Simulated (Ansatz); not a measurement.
# SiBrCl3 (bromotrichlorosilane): revPBE/cc-pVDZ

Aim: the energy change on altering one bond length of SiBrCl3 (bromotrichlorosilane) at revPBE/cc-pVDZ, from 2 runs. 

The results are computed with Ansatz 0.2.0.

55 further runs of the same task are left out: 12 that didn't finish, 43 set aside as unsound or not needed.

## Step 1: Starting point

The species is SiBrCl3 (5 atoms), meant as a singlet with charge 0. As SMILES, `Cl[Si](Cl)(Cl)Br`. The shape is that of a PBE0-D4/def2-TZVP optimisation.

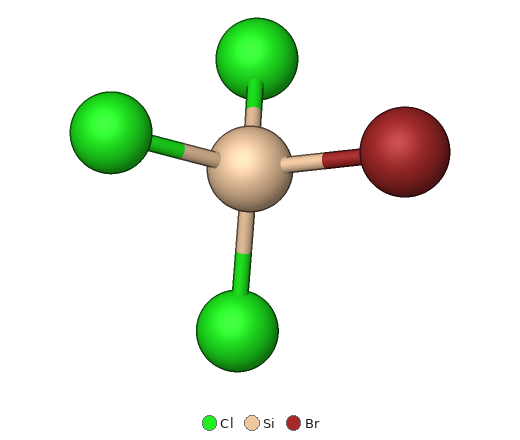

The structure, seen from a chosen angle (chlorine green, silicon light orange, bromine red).

## Step 2: The energy at revPBE/cc-pVDZ

File run.yaml:

```yaml
basis:
  gaussian:
    orbitals: cc-pVDZ
crystal:
  periodic: [false, false, false]
  atoms:
    - {symbol: Cl, position_ang: [-0.852900, -0.217700, 1.821600]}
    - {symbol: Si, position_ang: [0.003400, -0.042600, -0.003200]}
    - {symbol: Cl, position_ang: [1.690500, -1.158200, -0.059200]}
    - {symbol: Cl, position_ang: [-1.285700, -0.709700, -1.412800]}
    - {symbol: Br, position_ang: [0.494400, 2.054400, -0.387900]}
total_charge: 0
hamiltonian:
  xc: {name: revPBE}
accuracy: high
output: {orbitals: {seedname: orbitals}}
```

Command:

```console
ansatz run run.yaml --threads 1 --pin off --max-ram 3480MiB --events-out events.jsonl --progress --plain --runs-dir runs
```

Log:

```text
Warning: RAYON_NUM_THREADS=1 ignored (pool sized by the plan → 1); use --threads N
Functional definition: revPBE
  name "revPBE"
  parameter kappa = 1.245
  parameter beta = 0.06672455060314922
  exchange = pbe_x(kappa = kappa, mu = beta*pi^2/3)
  correlation = pbe_c(beta = beta)
2154 factors; integrals over basis functions are off by at most 4.6e-9 eV
mean field evaluation 1: about -115481.2495 eV, gradient 1.6e1 eV
mean field evaluation 2: about -115481.1495 eV, gradient 1.7e1 eV
mean field evaluation 4: about -115481.9172 eV, gradient 6.1e-1 eV
mean field evaluation 8: about -115481.9140 eV, gradient 7.8e-3 eV
mean field evaluation 16: about -115481.9140 eV, gradient 1.7e-7 eV
mean field -115481.91403653 eV, -4243.8820643896 hartree, gradient 6.6e-8 eV, S^2 0.000000; 0 other end points of the search recorded, 0 dependent functions left out
reference -115481.91404011 eV, -4243.8820645212 hartree; 50, 50 occupied and 49, 49 virtual orbitals, 2154 factors
Total energy: -115481.91404011 eV, -4243.8820645212 hartree
```

It took 14 s on 1 thread of Arm Neoverse V2, shared host; peak memory 0.28 GiB.

## Step 3: The distorted shape, same level

File molecule.yaml:

```yaml
basis:
  gaussian: {orbitals: cc-pVDZ}
crystal:
  periodic: [false, false, false]
  atoms:
    - {symbol: Cl, position_ang: [-2.877418, 1.121018, 1.888800]}
    - {symbol: Si, position_ang: [-2.021118, 1.296118, 0.064000]}
    - {symbol: Cl, position_ang: [1.690500, -1.158200, -0.059200]}
    - {symbol: Cl, position_ang: [-3.310218, 0.629018, -1.345600]}
    - {symbol: Br, position_ang: [-1.530118, 3.393118, -0.320700]}
hamiltonian: {xc: {name: revPBE}}
accuracy: high
output: {orbitals: {seedname: orbitals}}
```

Command:

```console
ansatz run molecule.yaml --threads 1 --pin off --max-ram 3480MiB --events-out events.jsonl --progress --plain --runs-dir runs
```

Log, shortened:

```text
Warning: RAYON_NUM_THREADS=1 ignored (pool sized by the plan → 1); use --threads N
[... 6 set-up lines as earlier in the session ...]
2069 factors; integrals over basis functions are off by at most 4.6e-9 eV
mean field evaluation 1: about -115472.8303 eV, gradient 2.9e1 eV
mean field evaluation 2: about -115243.3829 eV, gradient 1.2e2 eV
mean field evaluation 4: about -115474.5387 eV, gradient 1.9e1 eV
mean field evaluation 8: about -115475.5378 eV, gradient 1.7e1 eV
mean field evaluation 16: about -115477.8573 eV, gradient 8.8e-7 eV
mean field evaluation 32: about -115477.3110 eV, gradient 6.8e0 eV
mean field -115477.85725817 eV, -4243.7329805348 hartree, gradient 3.0e-8 eV, S^2 0.000000; 2 other end points of the search recorded, 0 dependent functions left out
reference -115477.85726231 eV, -4243.7329806871 hartree; 50, 50 occupied and 49, 49 virtual orbitals, 2069 factors
Total energy: -115477.85726231 eV, -4243.7329806871 hartree
```

It took 17 s on 1 thread of Arm Neoverse V2, shared host; peak memory 0.26 GiB.

## Step 4: Results

At revPBE/cc-pVDZ:

| quantity | value |
| --- | --- |
| first shape: total energy | -4243.88206 Eh |
| first shape: HOMO energy | -7.59 eV |
| first shape: LUMO energy | -1.69 eV |
| first shape: HOMO–LUMO gap | 5.90 eV |
| distorted shape: total energy | -4243.73298 Eh |
| energy change with the Si2–Cl3 bond stretched from 2.023 to 4.451 Å | 4.057 eV |

What this shows: One bond (distorted shape) is far stretched, which a spin-restricted single reference describes badly; a broken-symmetry solution may lie lower. With the Si2–Cl3 bond stretched from 2.023 to 4.451 Å the energy rises by 4.06 eV (391 kJ/mol). The first shape isn't relaxed at this level, so the change isn't measured from a minimum. A restricted reference can't describe the breaking bond well at this length.
